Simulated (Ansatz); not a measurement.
The parent structure is BeBr2 in the fluorite structure (space group Fm-3m, No. 225; a = 6.485 Å; a hypothetical phase, not in the database extracts checked).

Now apply this change: a hydrostatic pressure of 9 GPa.

Calculations: PBE (Ansatz, a quantum-chemistry and plane-wave program), scalar-relativistic without spin-orbit coupling.

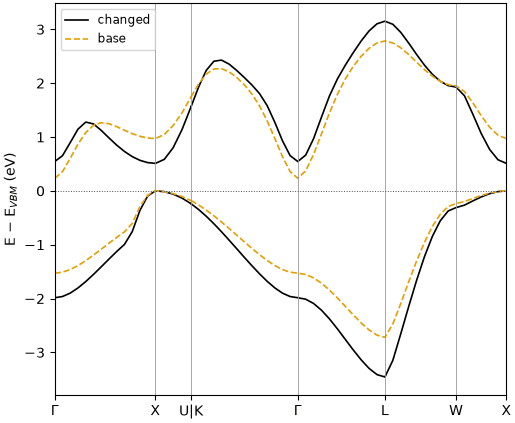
Fig. 1. Highest valence and lowest conduction band along the path, each from its own valence-band maximum

Task: Read the changed gap and its character from the plot.

Result: About 0.5 eV, direct at X.

Load acts through the strain it causes; cell and atoms are relaxed under it. Stability against distortions was not tested. No other phases were tried under pressure.
